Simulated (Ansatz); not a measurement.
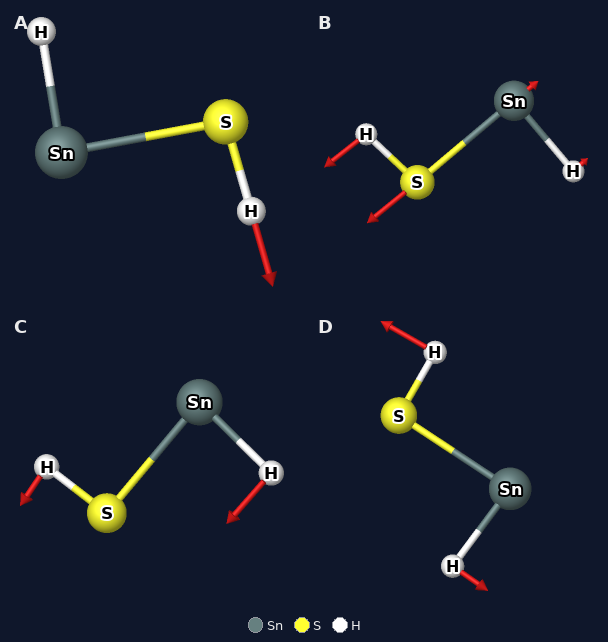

4 normal modes of one molecule or complex, as arrows. Harmonic vibrations computed with RKS PBE0-D4/def2-TZVP, core potentials on Sn (Ansatz 0.2.0) at a stationary point of the same level.

Match the panels to the wavenumbers 347 cm⁻¹, 505 cm⁻¹, 746 cm⁻¹, 2708 cm⁻¹.

Answer. A: 2708 cm⁻¹, S–H stretching
B: 347 cm⁻¹, Sn–S stretching
C: 505 cm⁻¹, H–Sn–S bending
D: 746 cm⁻¹, H–S–Sn bending
